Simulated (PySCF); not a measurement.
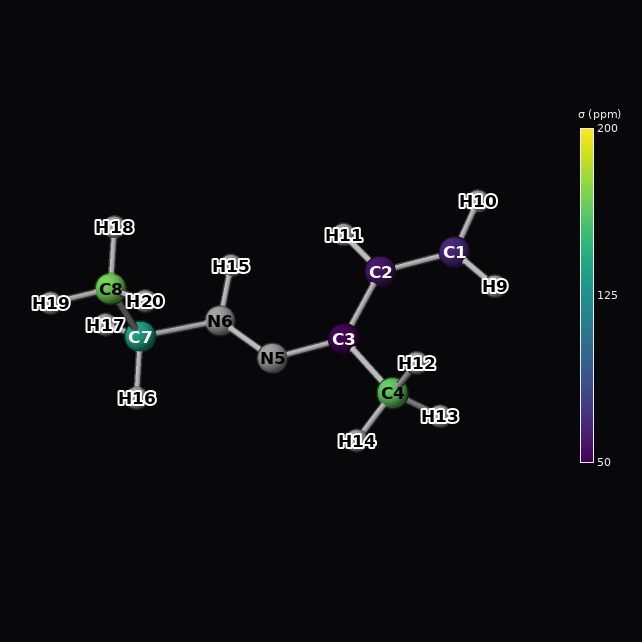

Atoms are coloured by their isotropic NMR shieldings (C only, the others grey). The computed structure is the end point of a GFN2-xTB optimisation. No frequency run is at hand to confirm it as a minimum. Properties computed with GIAO PBE0/pcSseg-1 NMR shielding, non-relativistic, gas phase (PySCF 2.14.0).

List the isotropic NMR shieldings of the C atoms.

| atom | σ (ppm) |
| --- | --- |
| C1 | 66.7 |
| C2 | 58.8 |
| C3 | 51.7 |
| C4 | 163.4 |
| C7 | 136.4 |
| C8 | 167.8 |
